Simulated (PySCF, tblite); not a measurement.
# C₂H₁₀SSi₄: geometry, infrared bands and NMR shifts

Wanted: the infrared bands and NMR shifts of C₂H₁₀SSi₄ (`C=C[Si@@H]1[SiH2][SiH2][SiH2]S1`), by calculation.

Computed with tblite 0.8.0 and PySCF 2.14.0, with density-fitted response routines of our own, on a single molecule in the gas phase. Atoms count from 0, in the outputs and in this text.

## (1) The starting structure

17 atoms, charge 0, multiplicity 1; geometry from: force field or distance geometry start.

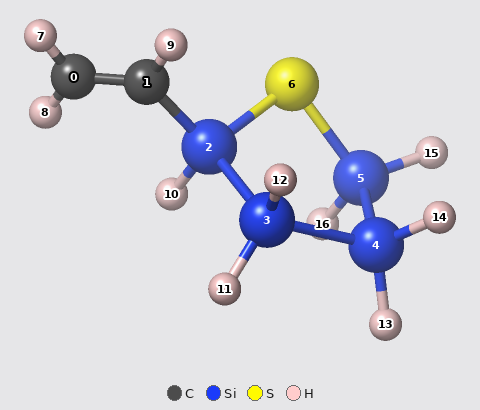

The starting geometry (carbon dark grey, silicon blue, sulfur yellow, hydrogen pink), atoms numbered.

## (2) Geometry optimisation with GFN2-xTB

Job settings and geometry (Å):

```
{"job": {"kind": "relax", "xc": "GFN2-xTB", "basis": "xTB"}, "charge": 0, "multiplicity": 1}
C      3.282200    -0.049900     1.466600
C      2.416800    -0.203600     0.436500
Si     0.666200     0.267800     0.427000
Si    -0.713200    -1.547000     0.011100
Si    -2.503300    -0.504200    -1.002300
Si    -1.761300     1.689100    -1.036500
S      0.392400     1.711400    -1.156800
H      4.317500    -0.352200     1.378000
H      2.984100     0.398400     2.413900
H      2.776700    -0.651100    -0.474200
H      0.263300     0.916700     1.699900
H     -1.128500    -2.249900     1.276000
H     -0.083700    -2.524700    -0.907200
H     -3.754200    -0.658300    -0.224500
H     -2.699800    -1.034700    -2.383200
H     -2.320400     2.443000    -2.171800
H     -2.141700     2.361200     0.237600
```

On the command line:

```console
$ OMP_NUM_THREADS=1 python probes_run.py task.json out
```

One launch serves the whole session: the jobs run in the order shown.

What it wrote:

```text
step      E/eV     max force
  0    -530.73944    2.673
  1    -530.81509    1.901
  2    -530.85937    0.384
  3    -530.88097    0.423
  4    -530.91003    0.543
  5    -530.93583    0.416
  6    -530.95602    0.295
  7    -530.96846    0.236
  8    -530.98090    0.286
  9    -530.99021    0.261
 10    -530.99673    0.233
 11    -531.00077    0.153
 12    -531.00369    0.152
 13    -531.00718    0.191
 14    -531.01105    0.169
 15    -531.01396    0.177
 16    -531.01563    0.124
 17    -531.01665    0.068
 18    -531.01744    0.106
 19    -531.01831    0.119
 20    -531.01936    0.102
 21    -531.02068    0.110
 22    -531.02230    0.122
 23    -531.02402    0.128
 24    -531.02555    0.138
 25    -531.02678    0.104
 26    -531.02780    0.075
 27    -531.02874    0.079
 28    -531.02965    0.074
 29    -531.03054    0.076
 30    -531.03136    0.067
 31    -531.03221    0.079
 32    -531.03323    0.096
 33    -531.03447    0.105
 34    -531.03578    0.112
 35    -531.03694    0.094
 36    -531.03785    0.087
 37    -531.03868    0.076
 38    -531.03971    0.099
 39    -531.04100    0.131
 40    -531.04232    0.138
 41    -531.04341    0.105
 42    -531.04420    0.076
 43    -531.04478    0.064
 44    -531.04533    0.075
 45    -531.04598    0.076
 46    -531.04671    0.076
 47    -531.04751    0.096
 48    -531.04828    0.083
 49    -531.04890    0.072
 50    -531.04934    0.057
 51    -531.04969    0.054
 52    -531.05000    0.053
 53    -531.05030    0.056
 54    -531.05063    0.048
 55    -531.05108    0.046
 56    -531.05132    0.043
 57    -531.05167    0.039
 58    -531.05198    0.044
 59    -531.05235    0.051
 60    -531.05265    0.039
 61    -531.05287    0.035
 62    -531.05307    0.040
 63    -531.05334    0.056
 64    -531.05375    0.076
 65    -531.05425    0.069
 66    -531.05466    0.046
 67    -531.05488    0.030
 68    -531.05502    0.035
 69    -531.05523    0.043
 70    -531.05552    0.043
 71    -531.05585    0.051
 72    -531.05618    0.034
 73    -531.05637    0.030
 74    -531.05652    0.030
 75    -531.05681    0.036
 76    -531.05707    0.044
 77    -531.05734    0.049
 78    -531.05758    0.045
 79    -531.05788    0.046
 80    -531.05822    0.044
 81    -531.05850    0.030
 82    -531.05868    0.029
 83    -531.05881    0.028
 84    -531.05893    0.044
 85    -531.05907    0.034
 86    -531.05934    0.038
 87    -531.05951    0.048
 88    -531.05976    0.044
 89    -531.05996    0.034
 90    -531.06013    0.032
 91    -531.06026    0.029
 92    -531.06042    0.026
 93    -531.06060    0.030
 94    -531.06080    0.037
 95    -531.06097    0.037
 96    -531.06113    0.034
 97    -531.06128    0.029
 98    -531.06143    0.028
 99    -531.06155    0.025
100    -531.06164    0.022
101    -531.06173    0.023
102    -531.06183    0.026
103    -531.06195    0.025
104    -531.06205    0.023
105    -531.06213    0.032
106    -531.06219    0.018
107    -531.06225    0.016
108    -531.06230    0.023
109    -531.06242    0.033
110    -531.06256    0.051
111    -531.06274    0.034
112    -531.06294    0.047
113    -531.06311    0.036
114    -531.06325    0.031
115    -531.06334    0.034
116    -531.06348    0.025
117    -531.06361    0.018
118    -531.06374    0.030
119    -531.06382    0.033
120    -531.06400    0.041
121    -531.06414    0.033
122    -531.06439    0.025
123    -531.06458    0.044
124    -531.06498    0.059
125    -531.06568    0.058
126    -531.06612    0.112
127    -531.06645    0.060
128    -531.06678    0.041
129    -531.06720    0.069
130    -531.06746    0.049
131    -531.06799    0.050
132    -531.06866    0.073
133    -531.06983    0.091
134    -531.07008    0.162
135    -531.06303    0.620
136    -531.07168    0.061
137    -531.07208    0.086
138    -531.07250    0.035
139    -531.07277    0.083
140    -531.07300    0.036
141    -531.07311    0.031
142    -531.07342    0.027
143    -531.07350    0.025
144    -531.07366    0.027
145    -531.07377    0.026
146    -531.07393    0.036
147    -531.07413    0.051
148    -531.07436    0.050
149    -531.07454    0.045
150    -531.07465    0.036
151    -531.07471    0.027
152    -531.07478    0.022
153    -531.07488    0.035
154    -531.07497    0.030
155    -531.07509    0.028
156    -531.07523    0.039
157    -531.07535    0.026
158    -531.07544    0.042
159    -531.07551    0.028
160    -531.07556    0.036
161    -531.07563    0.027
162    -531.07574    0.024
163    -531.07601    0.054
164    -531.07616    0.049
165    -531.07631    0.033
166    -531.07650    0.058
167    -531.07664    0.025
168    -531.07676    0.027
169    -531.07710    0.041
170    -531.07721    0.028
171    -531.07742    0.027
172    -531.07781    0.033
173    -531.07809    0.054
174    -531.07833    0.045
175    -531.07861    0.057
176    -531.07890    0.048
177    -531.07911    0.051
178    -531.07936    0.053
179    -531.07964    0.044
180    -531.07981    0.068
181    -531.07996    0.051
182    -531.07993    0.102
183    -531.08013    0.046
184    -531.08020    0.036
185    -531.08040    0.018
186    -531.08050    0.029
187    -531.08059    0.038
188    -531.08068    0.032
189    -531.08077    0.022
190    -531.08085    0.024
191    -531.08093    0.022
192    -531.08102    0.023
193    -531.08108    0.019
194    -531.08114    0.015
195    -531.08118    0.014
196    -531.08121    0.014
197    -531.08125    0.016
198    -531.08128    0.014
199    -531.08131    0.013
200    -531.08134    0.012
201    -531.08136    0.011
202    -531.08137    0.010
```

It took 2.4 s on 1 thread of Arm Neoverse V1, shared host; peak memory 0.18 GiB.

Step by step: (not every step is listed)

```tsv
step	energy from step 0 (eV)	largest force (eV/Å)
0	0.0000	2.6726
1	-0.0757	1.9015
2	-0.1199	0.3842
3	-0.1415	0.4233
4	-0.1706	0.5432
5	-0.1964	0.4156
6	-0.2166	0.2946
7	-0.2290	0.2359
8	-0.2415	0.2857
26	-0.2884	0.0750
44	-0.3059	0.0753
62	-0.3136	0.0404
80	-0.3188	0.0442
98	-0.3220	0.0276
116	-0.3240	0.0247
134	-0.3306	0.1618
152	-0.3353	0.0220
170	-0.3378	0.0279
188	-0.3412	0.0320
197	-0.3418	0.0159
198	-0.3418	0.0136
199	-0.3419	0.0132
200	-0.3419	0.0120
201	-0.3419	0.0115
202	-0.3419	0.0102
```

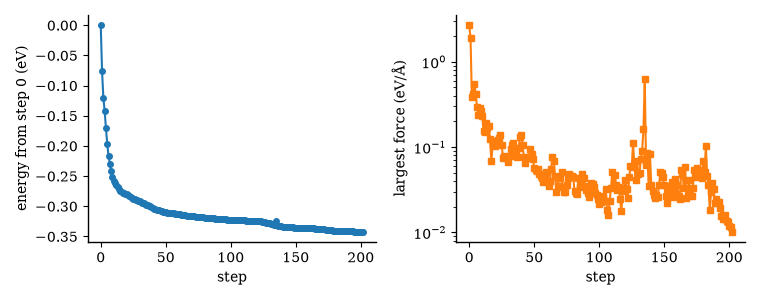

Energy and force, step by step.

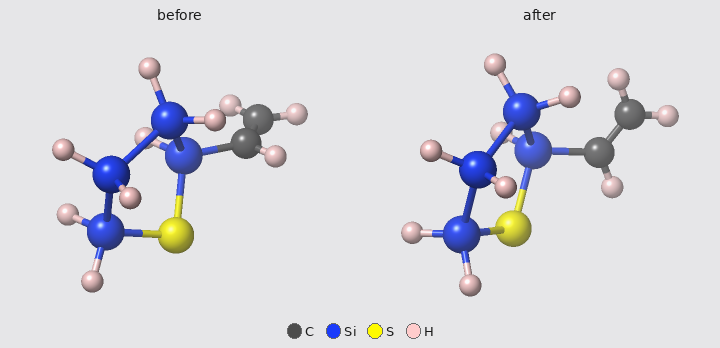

Before and after, at one scale.

Close pairs (by a distance rule), those that changed most:

```tsv
bond	before (Å)	after (Å)	change (Å)
C1–Si2	1.813	1.881	+0.068
Si3–H11	1.505	1.469	-0.037
C0–C1	1.354	1.323	-0.031
Si3–Si4	2.306	2.335	+0.029
Si5–H16	1.490	1.464	-0.026
Si2–S6	2.160	2.184	+0.024
Si4–H14	1.492	1.468	-0.024
Si5–H15	1.473	1.457	-0.016
```

The end geometry stands in the next job.

## (3) Harmonic vibrations with GFN2-xTB

Job settings and geometry (Å):

```
{"job": {"kind": "ir", "xc": "GFN2-xTB", "basis": "xTB"}, "charge": 0, "multiplicity": 1}
C      3.171915    -0.731975     0.940148
C      2.489793     0.324097     0.527254
Si     0.644490     0.543718     0.817460
Si    -0.667797    -1.350793     0.455090
Si    -2.332119    -0.637525    -1.019456
Si    -1.966897     1.648045    -1.255698
S      0.069381     2.055601    -0.650624
H      4.230669    -0.847462     0.765174
H      2.696431    -1.535219     1.481467
H      3.008195     1.101905    -0.020138
H      0.457363     1.216166     2.109905
H     -1.192696    -1.845594     1.734771
H      0.154399    -2.457617    -0.051695
H     -3.699701    -0.870659    -0.539211
H     -2.278996    -1.316301    -2.320380
H     -1.991046     2.229688    -2.591541
H     -2.800380     2.485955    -0.392438
```

What it wrote:

```text
mode    cm-1     km/mol
  1      23.8      1.15
  2      40.1      0.18
  3      49.1      2.45
  4      85.8      0.30
  5     146.1      5.25
  6     173.2      7.56
  7     184.5      1.84
  8     303.9      5.24
  9     308.2     33.53
 10     335.2      4.48
 11     379.1     20.30
 12     391.5      9.69
 13     406.2     23.69
 14     437.4      4.52
 15     448.3     27.95
 16     465.2     12.04
 17     492.2      7.14
 18     500.0      4.49
 19     520.9     33.92
 20     534.0    228.62
 21     570.6     28.07
 22     609.6    284.18
 23     619.0    160.56
 24     652.8    215.73
 25     686.3    427.04
 26     727.9     66.58
 27     790.4    149.07
 28     809.2    319.18
 29     831.9    197.94
 30     916.3     10.63
 31    1005.5      8.18
 32    1023.0     14.42
 33    1255.8      1.53
 34    1420.1      3.63
 35    1664.1     10.92
 36    2171.7     30.60
 37    2180.7     69.36
 38    2186.5    203.25
 39    2194.8    160.56
 40    2198.7    576.19
 41    2234.3    514.70
 42    2296.0    214.00
 43    3035.6     15.58
 44    3074.6     30.20
 45    3092.9     50.71
```

It took 1.1 s on 1 thread of Arm Neoverse V1, shared host; peak memory 0.18 GiB.

Which atoms move in the most intense modes:

```tsv
cm⁻¹	km/mol	atoms
534	228.6	H14 19 %, H12 18 %, S6 18 %
610	284.2	H14 25 %, H13 24 %, H11 16 %, H12 13 %
653	215.7	H10 68 %
686	427.0	H15 34 %, H16 32 %, H10 11 %
809	319.2	H12 30 %, H11 29 %, H14 13 %, H13 13 %
2199	576.2	H13 36 %, H12 24 %, H14 12 %, H11 12 %
2234	514.7	H16 89 %
2296	214.0	H15 95 %
```

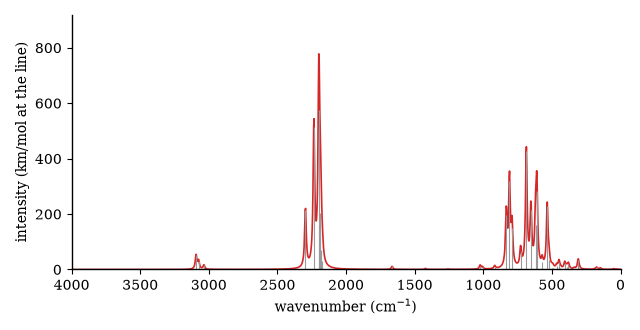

The infrared spectrum from these modes, unscaled. Lines are broadened to a width of 14 cm⁻¹ (Lorentzian).

## (4) Nuclear shieldings: PBE0/pcSseg-1

Same as in step 3 but for these lines:

```diff
@@ -1,2 +1,2 @@
-{"job": {"kind": "ir", "xc": "GFN2-xTB", "basis": "xTB"}, "charge": 0, "multiplicity": 1}
+{"job": {"kind": "nmr", "xc": "PBE0", "basis": "pcSseg-1"}, "charge": 0, "multiplicity": 1}
 C      3.171915    -0.731975     0.940148
```

Level: GIAO PBE0/pcSseg-1 NMR shielding, non-relativistic, gas phase.

What it wrote:

```text
coarse grid: 16496 points
cycle   1  E = -1637.5444070727  dE =  4.043e-01  |g| = 3.886e-01  |ddm| = 3.852e+00
cycle   2  E = -1637.5246657553  dE =  1.974e-02  |g| = 4.646e-01  |ddm| = 1.145e+00
cycle   3  E = -1637.5882691968  dE = -6.360e-02  |g| = 4.847e-02  |ddm| = 7.252e-01
cycle   4  E = -1637.5886400596  dE = -3.709e-04  |g| = 3.240e-02  |ddm| = 8.946e-02
cycle   5  E = -1637.5889103805  dE = -2.703e-04  |g| = 7.862e-03  |ddm| = 3.314e-02
cycle   6  E = -1637.5889254572  dE = -1.508e-05  |g| = 2.462e-03  |ddm| = 1.085e-02
cycle   7  E = -1637.5889272676  dE = -1.810e-06  |g| = 3.706e-04  |ddm| = 3.624e-03
final grid: 135592 points
cycle   8  E = -1637.6288938110  dE = -1.918e-05  |g| = 6.539e-03  |ddm| = 2.424e-02
cycle   9  E = -1637.6288889056  dE =  4.905e-06  |g| = 7.529e-03  |ddm| = 1.675e-02
cycle  10  E = -1637.6289045248  dE = -1.562e-05  |g| = 4.678e-04  |ddm| = 1.018e-02
cycle  11  E = -1637.6289045807  dE = -5.591e-08  |g| = 1.821e-04  |ddm| = 1.032e-03
cycle  12  E = -1637.6289045895  dE = -8.774e-09  |g| = 4.580e-05  |ddm| = 2.267e-04
cycle  13  E = -1637.6289045899  dE = -4.356e-10  |g| = 2.412e-05  |ddm| = 7.988e-05
converged SCF energy = -1637.6289045899

GIAO shielding tensors (ppm)
atom      isotropic    diamagn.    paramagn.     s11        s22        s33       span
  0 C       43.694     253.581    -209.887    -79.984     47.263    163.802    243.786
  1 C       41.865     262.504    -220.639    -73.833     38.166    161.262    235.095
  2 Si     356.920     881.218    -524.299    277.738    369.128    423.892    146.154
  3 Si     464.364     882.243    -417.880    438.364    462.086    492.640     54.276
  4 Si     464.068     881.067    -416.999    425.016    471.869    495.319     70.302
  5 Si     388.925     879.661    -490.736    317.221    388.829    460.725    143.504
  6 S      770.983    1061.038    -290.055    670.576    737.258    905.116    234.539
  7 H       25.206      27.557      -2.351     22.100     24.372     29.145      7.045
  8 H       25.744      32.104      -6.360     21.552     24.764     30.916      9.364
  9 H       24.946      30.842      -5.895     21.866     23.560     29.413      7.547
 10 H       26.141      29.774      -3.633     21.943     24.236     32.244     10.301
 11 H       28.124      30.170      -2.046     24.060     25.467     34.846     10.787
 12 H       28.296      30.908      -2.612     24.023     26.123     34.742     10.718
 13 H       28.156      29.080      -0.924     23.914     25.319     35.233     11.319
 14 H       28.146      29.405      -1.259     24.102     25.225     35.109     11.007
 15 H       26.561      28.668      -2.107     21.966     24.586     33.131     11.165
 16 H       26.818      28.722      -1.904     21.811     24.657     33.987     12.177
```

Run time: 46 s. Hardware: 1 thread of Arm Neoverse V1, shared host; peak memory 0.92 GiB.

Shifts follow as δ = σ(reference) − σ, with reference shieldings (ppm) from runs at the same level and on the same kind of geometry: ¹H TMS 31.72, ¹³C TMS 186.9, ²⁹Si TMS 349.2, ³³S CS2 504. The references are single molecules in the gas phase.

```tsv
atoms	environment	σ (ppm)	δ (ppm)	δ scaled to CDCl3
C1	alkene CH	41.9	145.1	139.7
C0	terminal =CH2 carbon	43.7	143.2	137.9
H9	hydrogen on an alkene CH	24.95	6.77	6.49
H7	hydrogen on a terminal =CH2 carbon	25.21	6.51	6.24
H8	hydrogen on a terminal =CH2 carbon	25.74	5.97	5.74
H10	hydrogen on a silicon bonded to C, S, Si, in a 5-membered ring	26.14	5.58	–
H15	hydrogen on a silicon bonded to S, Si, in a 5-membered ring	26.56	5.16	–
H16	hydrogen on a silicon bonded to S, Si, in a 5-membered ring	26.82	4.90	–
H11	hydrogen on a silicon bonded to 2 Si, in a 5-membered ring	28.12	3.59	–
H14	hydrogen on a silicon bonded to 2 Si, in a 5-membered ring	28.15	3.57	–
H13	hydrogen on a silicon bonded to 2 Si, in a 5-membered ring	28.16	3.56	–
H12	hydrogen on a silicon bonded to 2 Si, in a 5-membered ring	28.30	3.42	–
Si2	silicon bonded to C, S, Si, H, in a 5-membered ring	356.9	-7.8	–
Si5	silicon bonded to S, Si, 2 H, in a 5-membered ring	388.9	-39.8	–
Si4	silicon bonded to 2 Si, 2 H, in a 5-membered ring	464.1	-114.9	–
Si3	silicon bonded to 2 Si, 2 H, in a 5-membered ring	464.4	-115.2	–
S6	sulfur bonded to 2 Si, in a 5-membered ring	771	-267	–
```

The scaled column applies a straight-line fit of computed shieldings to shifts measured in CDCl3, with any fitted terms for Cl, Br or S neighbours (root-mean-square error 0.16 ppm for H, 1.9 ppm for C).

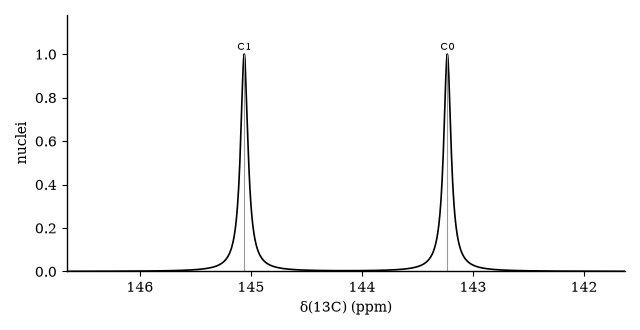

¹³C lines at the computed shifts, without couplings. Lines are broadened to a width of 0.08 ppm (Lorentzian).

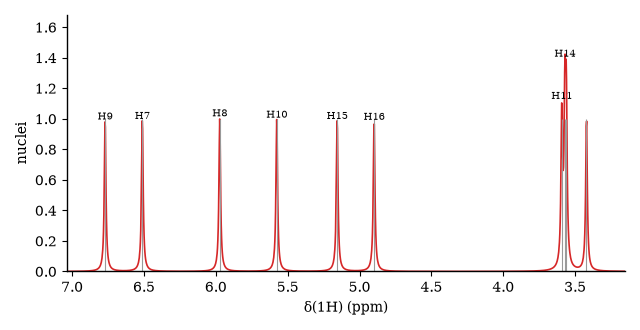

¹H lines at the computed shifts, without couplings. Lines are broadened to a width of 0.01 ppm (Lorentzian).

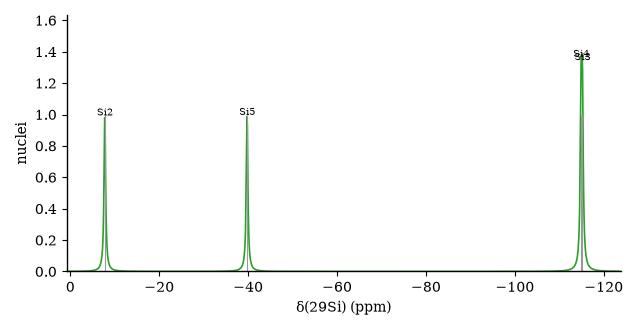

²⁹Si lines at the computed shifts, without couplings. Lines are broadened to a width of 0.43 ppm (Lorentzian).

Charges from the same density, by scheme (e):

```tsv
atoms	Mulliken	IAO	Hirshfeld	ESP fit
C0	-0.16	-0.28	-0.08	-0.40
C1	-0.47	-0.41	-0.14	-0.22
Si2	0.53	0.56	0.25	0.32
Si3	-0.01	0.14	0.15	0.12
Si4	-0.01	0.15	0.15	0.04
Si5	0.34	0.41	0.22	0.28
S6	-0.54	-0.44	-0.19	-0.40
```

IAO charges:

C0 -0.28; C1 -0.41; Si2 0.56; Si3 0.14; Si4 0.15; Si5 0.41; S6 -0.44; H7 0.15; H8 0.14; H9 0.16; H10 -0.11; H11 -0.08; H12 -0.07; H13 -0.08; H14 -0.07; H15 -0.09; H16 -0.11

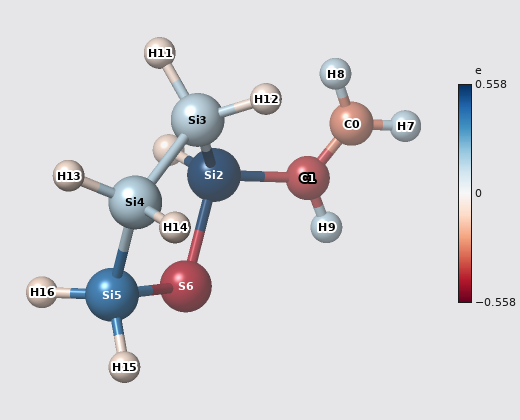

IAO charges, as colours on the atoms.

Mayer bond orders: C0–C1 2.00, C1–Si2 0.88, Si2–Si3 0.86, Si3–Si4 0.87, Si4–Si5 0.86, Si5–S6 0.93, S6–Si2 0.93.

Ring of atoms Si2, Si3, Si4, Si5, S6: NICS(0) -3.9, NICS(1) -3.5, NICS(1)zz 0.2 ppm (means of both faces).

The fields below are evaluated on a grid from the run's orbitals.

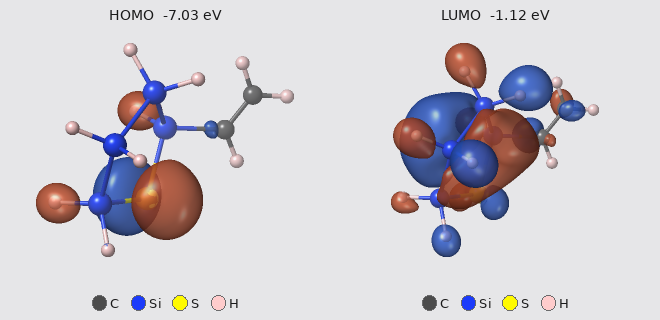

Frontier orbitals at PBE0/pcSseg-1; each surface holds 70 % of the orbital's density, blue and red mark the sign.

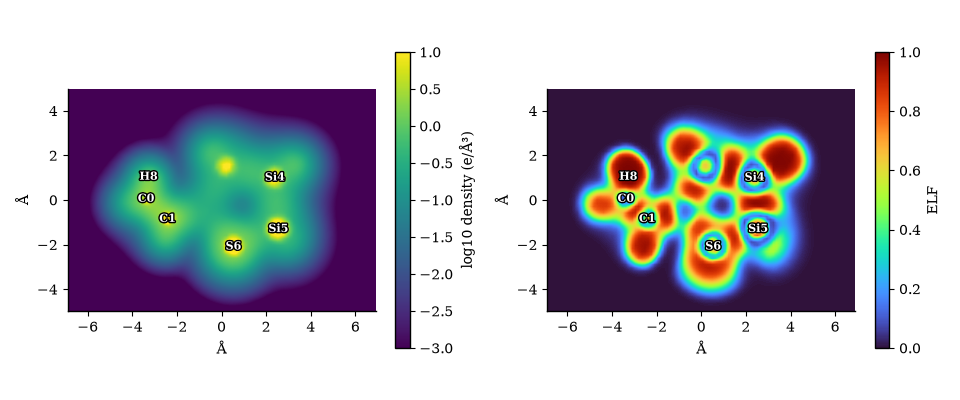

Density (left) and ELF (right) in a plane through or near 6 of the atoms.

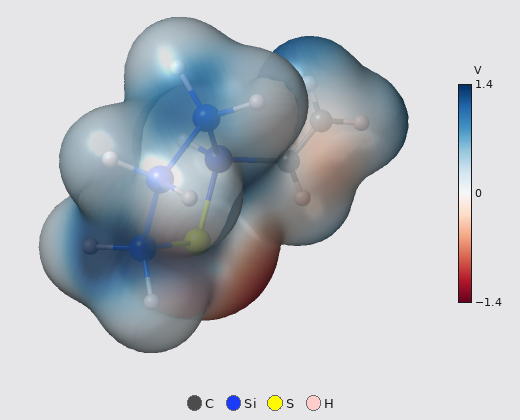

Electrostatic potential on the surface of density 0.002 e/bohr³; red is low, blue high. It runs from -1.04 V near S6 to 1.40 V near Si5.

## (5) What came out

| quantity | value |
| --- | --- |
| strongest single infrared mode (GFN2-xTB) | 2199 cm⁻¹, 576 km/mol |
| zero-point energy (GFN2-xTB) | 63.6 kcal/mol |
| ¹³C shifts against TMS (PBE0/pcSseg-1) | 145.1, 143.2 ppm |
| ¹H shifts against TMS (PBE0/pcSseg-1) | 6.77, 6.51, 5.97, 5.58, 5.16, 4.90, 3.59, 3.57, 3.56, 3.42 ppm |
| ²⁹Si shifts against TMS (PBE0/pcSseg-1) | -7.8, -39.8, -114.9, -115.2 ppm |
| ³³S shifts against CS2 (PBE0/pcSseg-1) | -267 ppm |
| surface potential, least and greatest | -1.04 V and 1.40 V |

In words: Over 202 steps the energy fell by 0.342 eV; of the close pairs, C1–Si2 changed most, 1.813 to 1.881 Å. No mode is imaginary among the 45: a minimum at this level. GFN2-xTB is a fitted tight-binding method: band positions and strengths are rough. Its intensities can rank the bands wrongly. The most deshielded carbon is C1 (alkene CH), at 145.1 ppm: as expected for a trigonal carbon in a double bond. H9 (hydrogen on an alkene CH) lies farthest downfield among hydrogen, at 6.77 ppm; attached to an sp2 carbon and in the plane of the double bond. At PBE0/pcSseg-1, counted by nearest atom on the grid, the HOMO lies on S6 73 %; H10, H16 about 6 % each, the LUMO on Si3, Si4 about 15 % each; H12, H14 about 10 % each.
